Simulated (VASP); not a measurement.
Band structure of C (diamond). Method: modified Becke-Johnson potential (mBJ), VASP's PBE PAW potentials (set 64) (plane waves; VASP).

mBJ is a potential without an energy functional, so only the levels count. The path is coarsely sampled, so an indirect gap can come out somewhat too large.

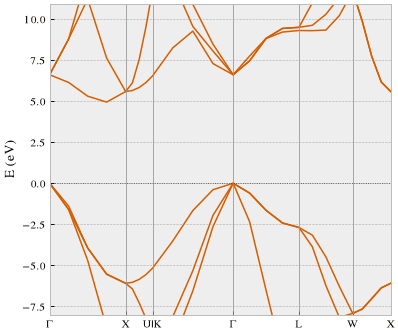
Bands along high-symmetry lines, zero at the valence-band maximum or, without a gap, the Fermi level

### Question
Read the plot: is there a gap, and where are the band edges?

### Answer
The gap is indirect, 4.94 eV, from the valence maximum at Γ to the conduction minimum at Γ-X at 0.75.

The compound is C in the diamond structure. It was relaxed first. The cell's shape comes from a PBE relaxation.
